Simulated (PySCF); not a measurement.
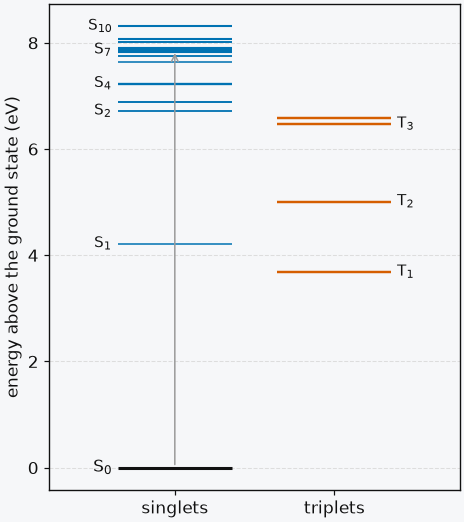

State diagram of C₂H₇NOSi, SMILES C/C=N\[SiH2]O. Vertical TDDFT excitations, CAM-B3LYP/def2-SVPD in PySCF 2.14.0, at a PBE0-D3(BJ)/def2-SVP geometry (no frequency check), gas phase. Triplets in the Tamm-Dancoff approximation; only the lowest 10 singlets and 4 triplets were computed. Thicker singlet lines are brighter; the arrow marks the brightest.

### What is the vertical gap between S1 and T1?

0.54 eV: S1 at 4.22 eV, T1 at 3.68 eV.

### What character does the calculation give T1?

Mainly HOMO → LUMO (92 %).

### How many of the triplet levels drawn lie below S1?

1 of 4 (T1 3.68 eV, T2 5.01 eV, T3 6.47 eV, T4 6.59 eV; S1 4.22 eV).

Caveats: one conformer of a flexible molecule; core orbitals are frozen in the response.
